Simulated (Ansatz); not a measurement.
# CH5B (BH2Me) at 6 levels

Aim: a comparison of 6 runs (HF/STO-3G, BLYP/STO-3G, UB3LYP/STO-3G, UPBE/STO-3G, UPBE0/STO-3G, MP2/STO-3G) of CH5B (BH2Me). 

Program for the calculation: Ansatz 0.2.0.

53 further runs of the same task are left out: 53 set aside as unsound or not needed.

## 1. The system as given

CH5B: 7 atoms, total charge 0, spin state singlet. As SMILES, `[H]B([H])C`. The H2–B1 distance was set to 1.463 Å, away from the relaxed value.

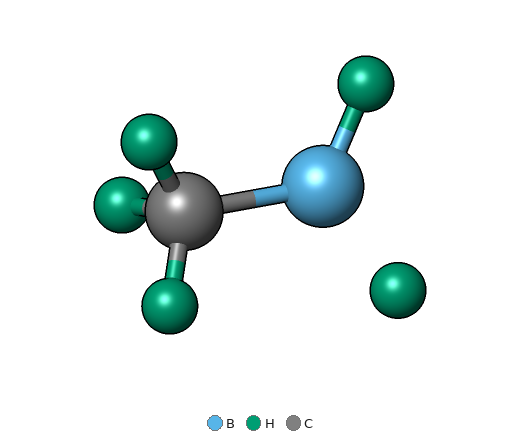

The structure, seen from a chosen angle (boron blue, hydrogen teal, carbon grey).

## 2. A single-point energy at HF/STO-3G (run 1)

The input, in.yaml:

```yaml
crystal:
  periodic: [false, false, false]
  atoms:
    - {symbol: B, position_ang: [0.152345, 0.780795, 0.005578]}
    - {symbol: H, position_ang: [1.614940, 0.782320, 0.008990]}
    - {symbol: H, position_ang: [-0.422175, 1.797795, -0.062072]}
    - {symbol: C, position_ang: [-0.629655, -0.574275, 0.039038]}
    - {symbol: H, position_ang: [-0.698095, -0.929685, -0.991822]}
    - {symbol: H, position_ang: [-1.650785, -0.496565, 0.404818]}
    - {symbol: H, position_ang: [-0.121545, -1.362215, 0.591368]}
basis:
  gaussian: {orbitals: STO-3G}
hamiltonian: {xc: hf}
accuracy: high
```

The run is started by

```bash
ansatz run in.yaml --threads 1 --pin off --max-ram 2610MiB --events-out events.jsonl --progress --plain --runs-dir runs
```

The program printed:

```text
Warning: RAYON_NUM_THREADS=1 ignored (pool sized by the plan → 1); use --threads N
Functional definition: HF
  name "HF"
  exchange = exact_x
  correlation = 0
253 factors; integrals over basis functions are off by at most 1.0e-8 eV
mean field evaluation 1: about -1757.7147 eV, gradient 1.3e1 eV
mean field evaluation 2: about -1757.7626 eV, gradient 1.3e1 eV
mean field evaluation 4: about -1758.5870 eV, gradient 4.4e-1 eV
mean field evaluation 8: about -1758.5871 eV, gradient 6.1e-5 eV
mean field -1758.58710191 eV, -64.6268839821 hartree, gradient 5.6e-9 eV, S^2 0.000000; 0 other end points of the search recorded, 0 dependent functions left out
reference -1758.58710191 eV, -64.6268839821 hartree; 8, 8 occupied and 7, 7 virtual orbitals, 253 factors
Total energy: -1758.58710191 eV, -64.6268839821 hartree
```

It took 0.06 s on 1 thread of Arm Neoverse V2, shared host.

## 3. A single-point energy at BLYP/STO-3G (run 2)

Changes to in.yaml since step 2:

```diff
@@ -1 +1,4 @@
+basis:
+  gaussian:
+    orbitals: STO-3G
 crystal:
@@ -10,5 +13,4 @@
     - {symbol: H, position_ang: [-0.121545, -1.362215, 0.591368]}
-basis:
-  gaussian: {orbitals: STO-3G}
-hamiltonian: {xc: hf}
+hamiltonian:
+  xc: {name: BLYP}
 accuracy: high
```

The run is started by

```bash
ansatz run in.yaml --threads 1 --pin off --max-ram 2610MiB --events-out events.jsonl --progress --plain --runs-dir runs
```

The program printed:

```text
Warning: RAYON_NUM_THREADS=1 ignored (pool sized by the plan → 1); use --threads N
Functional definition: BLYP
  name "BLYP"
  parameter beta = 0.0042
  parameter a = 0.04918
  parameter b = 0.132
  parameter c = 0.2533
  parameter d = 0.349
  exchange = b88_x(beta = beta)
  correlation = lyp_c(a = a, b = b, c = c, d = d)
253 factors; integrals over basis functions are off by at most 1.0e-8 eV
mean field evaluation 1: about -1770.2786 eV, gradient 9.3e0 eV
mean field evaluation 2: about -1770.2427 eV, gradient 9.6e0 eV
mean field evaluation 4: about -1770.5722 eV, gradient 1.2e-1 eV
mean field evaluation 8: about -1770.4775 eV, gradient 1.1e-3 eV
mean field evaluation 16: about -1770.4775 eV, gradient 2.1e-8 eV
mean field -1770.47753358 eV, -65.0638492864 hartree, gradient 2.1e-8 eV, S^2 0.000000; 0 other end points of the search recorded, 0 dependent functions left out
reference -1770.47757130 eV, -65.0638506723 hartree; 8, 8 occupied and 7, 7 virtual orbitals, 253 factors
Total energy: -1770.47757130 eV, -65.0638506723 hartree
```

It took 0.78 s on 1 thread of Arm Neoverse V2, shared host; peak memory 0.091 GiB.

Runs 3 to 5 aren't shown in full; the table further down has their settings and results.

## 4. A single-point energy at MP2/STO-3G (run 6)

The input, run.yaml:

```yaml
basis:
  gaussian:
    orbitals: STO-3G
crystal:
  periodic: [false, false, false]
  atoms:
    - {symbol: B, position_ang: [0.152345, 0.780795, 0.005578]}
    - {symbol: H, position_ang: [1.614940, 0.782320, 0.008990]}
    - {symbol: H, position_ang: [-0.422175, 1.797795, -0.062072]}
    - {symbol: C, position_ang: [-0.629655, -0.574275, 0.039038]}
    - {symbol: H, position_ang: [-0.698095, -0.929685, -0.991822]}
    - {symbol: H, position_ang: [-1.650785, -0.496565, 0.404818]}
    - {symbol: H, position_ang: [-0.121545, -1.362215, 0.591368]}
total_charge: 0
correlation:
  method: mp2
  frozen_orbitals: {B: 1, C: 1, H: 0}
accuracy: high
```

The run is started by

```bash
ansatz run run.yaml --threads 1 --pin off --max-ram 2610MiB --events-out events.jsonl --progress --plain --runs-dir runs
```

The program printed:

```text
Warning: RAYON_NUM_THREADS=1 ignored (pool sized by the plan → 1); use --threads N
[... 4 set-up lines as earlier in the session ...]
253 factors; integrals over basis functions are off by at most 1.0e-8 eV
mean field evaluation 1: about -1757.7147 eV, gradient 1.3e1 eV
mean field evaluation 2: about -1757.7626 eV, gradient 1.3e1 eV
mean field evaluation 4: about -1758.5870 eV, gradient 4.4e-1 eV
mean field evaluation 8: about -1758.5871 eV, gradient 6.1e-5 eV
mean field -1758.58710191 eV, -64.6268839821 hartree, gradient 5.6e-9 eV, S^2 0.000000; 0 other end points of the search recorded, 0 dependent functions left out
2 core orbitals not correlated: weight in the atoms' cores, before any rotation towards them, 1.000 or more for the frozen orbitals, at most 0.000 for the correlated occupied ones
reference -1758.58710191 eV, -64.6268839821 hartree; 6, 6 occupied and 7, 7 virtual orbitals, 253 factors
second order -2.49772575 eV of doubles, -0.00000000 eV of singles
Total energy: -1761.08482766 eV, -64.7186737103 hartree
```

It took 0.06 s on 1 thread of Arm Neoverse V2, shared host.

## 5. The series

```tsv
run	level	frozen core orbitals	energy (Eh)	wall time
1	HF/STO-3G	–	-64.626884	0.06 s
2	BLYP/STO-3G	–	-65.063851	0.78 s
3	UB3LYP/STO-3G	–	-65.128891	1.4 s
4	UPBE/STO-3G	–	-65.006113	1.4 s
5	UPBE0/STO-3G	–	-65.031342	1.4 s
6	MP2/STO-3G	2	-64.718674	0.06 s
```

## 6. Outcome

| quantity | value |
| --- | --- |
| run 6: total energy | -64.71867 Eh |
| run 6: correlation energy (2 core orbitals frozen) | -91.8 mEh |

Totals of different functionals can't be ranked against each other. In runs 1, 2, 3, 4, 5, 6 the basis is minimal, so the values are rough. All runs together took 5.1 s, the longest 1.4 s.
